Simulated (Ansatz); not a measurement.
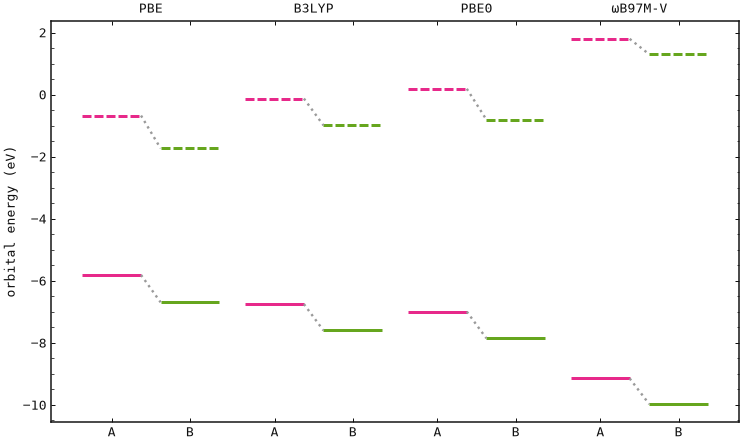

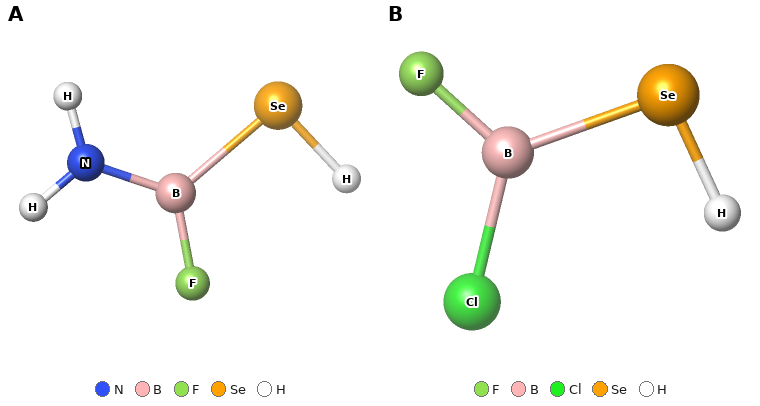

One change: A, BNH₃SeF (SMILES NB(F)[SeH]), becomes B, BHSeClF (SMILES FB(Cl)[SeH]). NH₂ on B is replaced by Cl. HOMO (solid) and LUMO (dashed) computed in def2-TZVPP at PBE0-D4/def2-TZVP geometries, both minima by their frequencies, gas phase, the Ansatz code 0.2.0. Empty levels above zero depend strongly on the basis.

What does the change do to HOMO and LUMO?

Answer. PBE: the HOMO falls by 0.88 eV, the LUMO falls by 1.06 eV, and the separation goes from 5.14 to 4.96 eV. B3LYP: the HOMO falls by 0.85 eV, the LUMO falls by 0.86 eV, and the separation goes from 6.62 to 6.61 eV. PBE0: the HOMO falls by 0.86 eV, the LUMO falls by 0.99 eV, and the separation goes from 7.18 to 7.05 eV. ωB97M-V: the HOMO falls by 0.83 eV, the LUMO falls by 0.50 eV, and the separation goes from 10.94 to 11.27 eV.

Do the functionals agree on the effect?

Answer. They agree on the direction for both levels; the HOMO shift lies between −0.88 and −0.83 eV and the LUMO shift between −1.06 and −0.50 eV, while the separations themselves differ by up to 6.3 eV between functionals.
